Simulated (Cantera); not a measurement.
A closed system holds: 1 mol Pb, 5.7 mol NH3, 3.1 mol H2, held at 0.825 Torr.

Method: chemical equilibrium by Gibbs-energy minimisation in Cantera with the NASA 1993 tables (ideal gas, pure condensed phases). Candidate condensed phases: Pb; 11 gas species. The numbers say what is thermodynamically allowed, not how fast it happens.

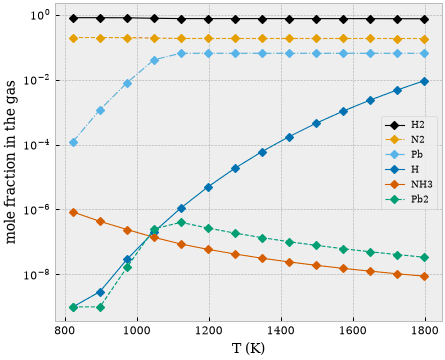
Fig. 1. Equilibrium gas composition (values under 1e-9 drawn at 1e-9)

From 823 K to 1048 K the condensed part is Pb(l). From 1123 K to 1798 K nothing is condensed. The main Pb-bearing gas is Pb throughout.
